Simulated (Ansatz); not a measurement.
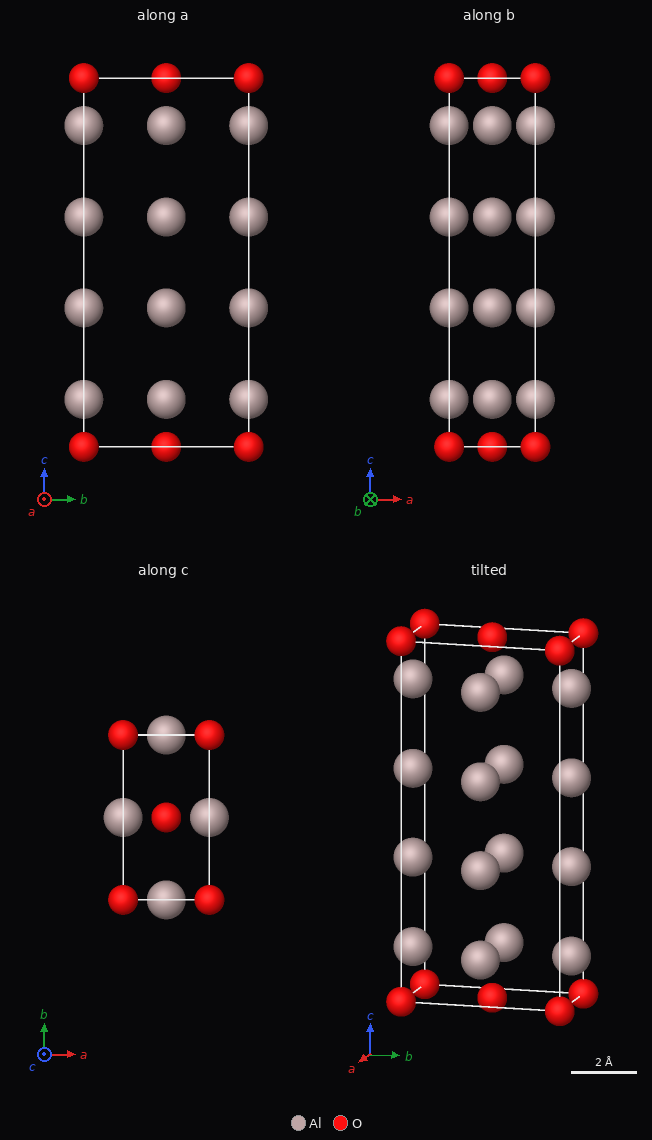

Spheres-only representation of a periodic structure, projected along the a axis, along the b axis, along the c axis and slightly off an axis. One conventional unit cell is outlined, and atoms on its boundary appear in each equivalent place.

Lattice parameters: a = 2.6852 Å, b = 5.1273 Å, c = 11.4696 Å, α = 90.000°, β = 90.000°, γ = 90.000°.

Q: Transcribe the picture into a CIF in P1 with every atom of the cell, with free fractional coordinates to two decimals.

A:
```cif
data_structure
_symmetry_space_group_name_H-M 'P 1'
_symmetry_Int_Tables_number 1
_cell_length_a 2.6852
_cell_length_b 5.1273
_cell_length_c 11.4696
_cell_angle_alpha 90.000
_cell_angle_beta 90.000
_cell_angle_gamma 90.000
_cell_volume 157.91
loop_
_atom_site_label
_atom_site_type_symbol
_atom_site_fract_x
_atom_site_fract_y
_atom_site_fract_z
_atom_site_occupancy
Al1 Al 0.00 0.50 0.38 1
Al2 Al 0.00 0.50 0.62 1
Al3 Al 0.00 0.50 0.87 1
Al4 Al 0.00 0.50 0.13 1
O1 O 0.50 0.50 0.00 1
Al5 Al 0.50 0.00 0.38 1
Al6 Al 0.50 0.00 0.62 1
Al7 Al 0.50 0.00 0.87 1
Al8 Al 0.50 0.00 0.13 1
O2 O 0.00 0.00 0.00 1
```

The structure comes from a random cell made by a generator, so it need not be a real form of the compound. It is drawn as it came out of a relaxation with DFT PBE, scalar-relativistic, plane waves, PAW in Ansatz 0.2.0.
